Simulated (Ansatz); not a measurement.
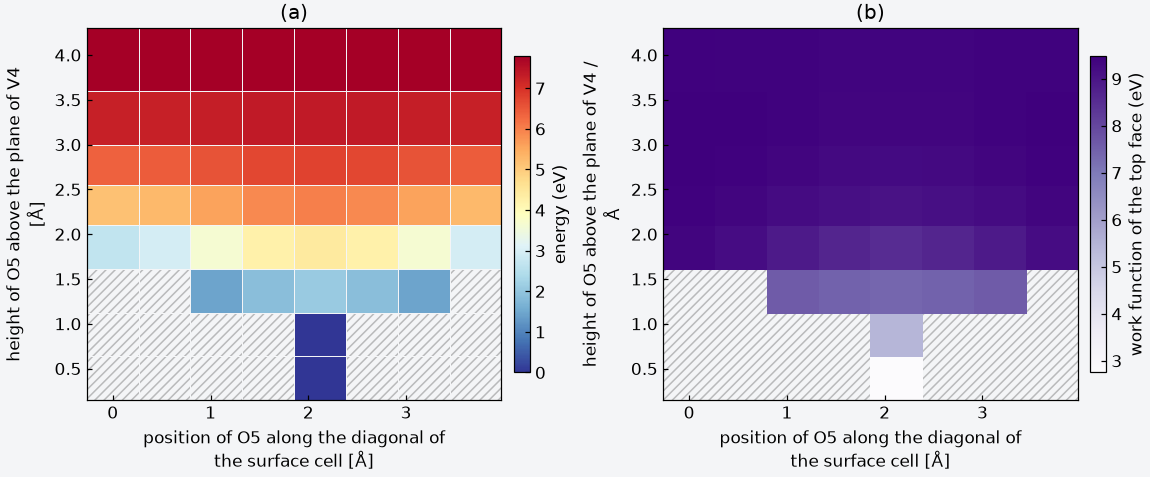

O on a V(100) slab cut from the Im-3m phase, its upper half relaxed before the scan (4 atoms of substrate and one adsorbate in a 1 × 1 cell). O is moved along a line over the surface and along the normal, above a rigid substrate. Coordinates scanned: (1) position of O5 along the diagonal of the surface cell, from above V4; (2) height of O5 above the plane of V4. The scan uses an 8 × 8 grid; 30 points were computed and 17 follow by symmetry. At 17 points there is no value (left out of the scan, as a rule where atoms come close). Points are written as (first, second). Energies are in eV, from the lowest grid point. The runs have no spin polarisation, so an open-shell adsorbate far from the surface lies too high. Theory: DFT PBE, scalar-relativistic, plane waves, PAW (Ansatz 0.2.0). Settings: cutoff 420 eV, k-mesh 9×9×1, gaussian smearing 0.1 eV, no spin polarisation.

Panel (a) is the energy and panel (b) the computed work function of the top face on the same grid.

In the figure: one coloured cell a grid point, hatched blanks where no value was computed.

Q: How does the work function of the top face vary over the map, and what is it at the lowest grid point?

A: Leaving out the highest fifth of the energies, it runs from 2.8 eV at (2.12 Å, 0.39 Å) [nearest 1 V at 1.75 Å] to 9.5 eV at (0.00 Å, 3.25 Å) [nearest 1 V at 3.25 Å]. At the lowest grid point, (2.12 Å, 0.88 Å) [nearest 5 V at 2.28 Å], it is 5.5 eV.
